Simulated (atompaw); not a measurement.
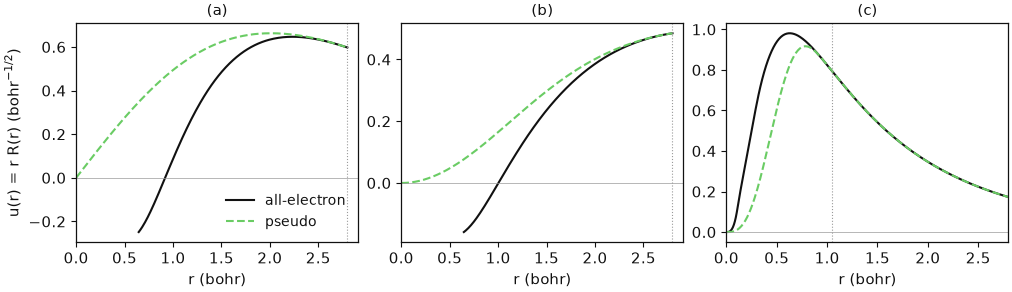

Partial waves u(r) = r R(r), all-electron (solid) and pseudo (dashed). Dotted lines mark the matching radii. The all-electron curves start outside the innermost oscillations, which aren't drawn.

atompaw 4.2.0.5, PBEsol, scalar-relativistic. The levels are (a) -5.66 eV, (b) -1.19 eV, (c) -8.90 eV.

Identify the atom and the shell in each panel.

Answer. Nickel (Ni), core [Ar], valence 3d8 4s2 4p0 (neutral): (a) 4s, (b) 4p, (c) 3d.

Are the pseudo-waves norm-conserving?

Answer. No. It is a PAW set: the norm inside the radius is free, and the augmentation charge carries the difference.
